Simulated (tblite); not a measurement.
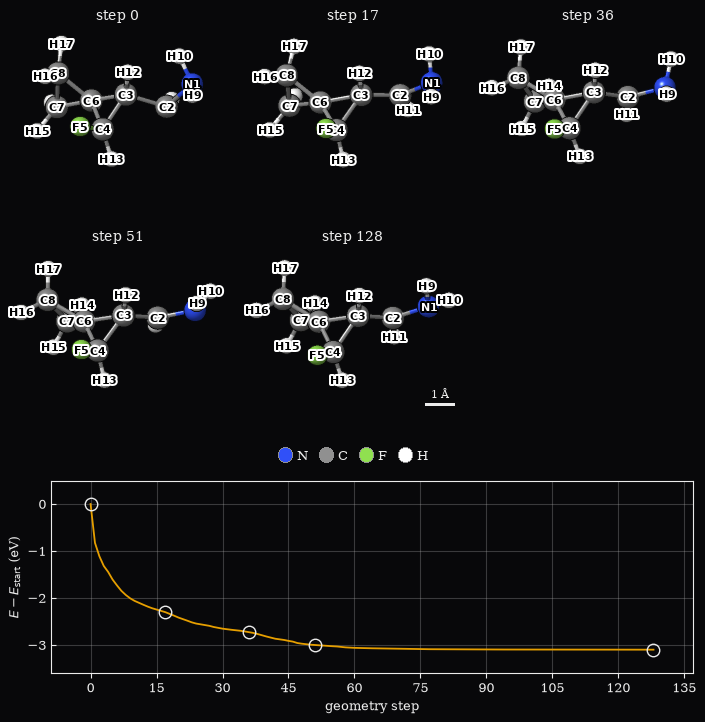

Frames of a relaxation of C$_{6}$H$_{9}$FN (multiplicity 2), marked on the history of the run. The picture is a ball-and-stick view, seen at a tilt.

All numbers below come from tblite, GFN2-xTB geometry optimisation, gas phase. 

**What happens along the run?**

H10 moves most after the best rigid fit: 1.77 Å. Largest moves by element: H 1.77 Å, C 0.59 Å, F 0.54 Å, N 0.30 Å. Near-neighbour distances that change, for instance: C3–C6 1.380 → 1.497 Å, C6–C7 1.370 → 1.481 Å, N1–C2 1.477 → 1.396 Å, C2–C3 1.524 → 1.446 Å. Bond angles that change, for instance: C3–C6–C7 178.0° → 137.9°, C4–C6–C8 116.8° → 137.1°, C4–C6–C7 116.2° → 136.5°. After 128 geometry steps the energy has fallen by 3.097 eV. The run took 0.59 s on 1 thread of Arm Neoverse V2 (shared host). From step 0 to 17: H16 moves most (0.58 Å), energy −2.299 eV. From step 17 to 36: H atoms move most (0.76 Å), energy −0.426 eV. From step 36 to 51: H10 moves most (0.68 Å), energy −0.272 eV. From step 51 to 128: H9 moves most (0.65 Å), energy −0.099 eV.
